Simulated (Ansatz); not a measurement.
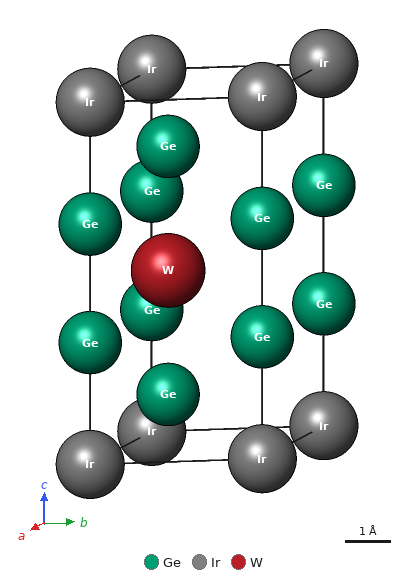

The image is a spheres-only drawing of a crystal, viewed slightly off an axis. Atoms at the boundary of the simulation cell (the box) are drawn once for each face, edge or corner they touch.

```yaml
crystal:
  lattice:
    - [3.90230, 0.00000, 0.00000]
    - [-1.95115, 3.37949, 0.00000]
    - [0.00000, 0.00000, 8.27636]
  atoms:
    - { symbol: Ge, position: [0.00000, 0.00000, 0.66353] }
    - { symbol: Ge, position: [0.66667, 0.33333, 0.84239] }
    - { symbol: Ge, position: [0.66667, 0.33333, 0.15761] }
    - { symbol: Ge, position: [0.00000, 0.00000, 0.33647] }
    - { symbol: Ir, position: [0.00000, 0.00000, 0.00000] }
    - { symbol: W, position: [0.66667, 0.33333, 0.50000] }
```

Level of theory and settings: DFT PBE, scalar-relativistic, plane waves, PAW (Ansatz 0.2.0), a cutoff energy of 420 eV, 12×12×6 k-points, Gaussian smearing of 0.1 eV, no spin polarisation.

Question: How are the electrons shared out in a Bader analysis?

Answer: Ge -0.16 to +0.32 e; Ir -0.76 e; W +0.44 e.

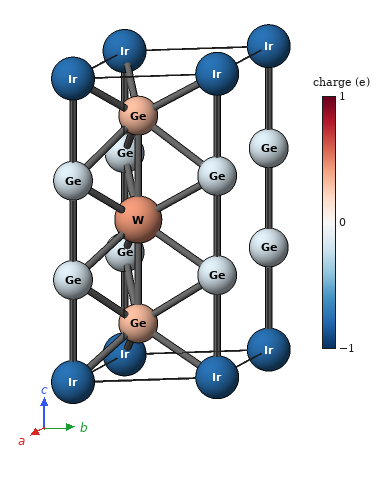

The atoms coloured by those charges.

The structure was taken from a structure type filled with these elements by a generator (whether the compound takes this form wasn't checked). Earlier steps of the study may have refined or changed the cell and positions. An electronic-structure calculation with Ansatz was run on it.
